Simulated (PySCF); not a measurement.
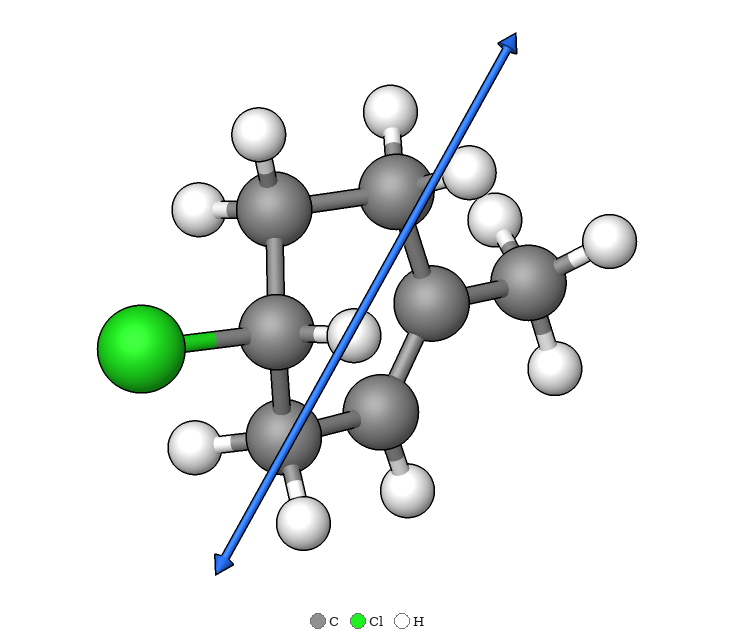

The double arrow shows the direction of the transition dipole to excited singlet state 2 (its length means nothing). Computed geometry: GFN2-xTB optimisation. No frequency run is at hand to confirm it as a minimum. Properties computed with TDDFT PBE0/def2-SVPD, vertical, gas phase, core orbitals frozen in the response (PySCF 2.14.0).

Give its energy, strength and character.

6.91 eV (179 nm), oscillator strength 0.20, mainly HOMO → LUMO+1 (weight 0.65); transition dipole 2.74 D.
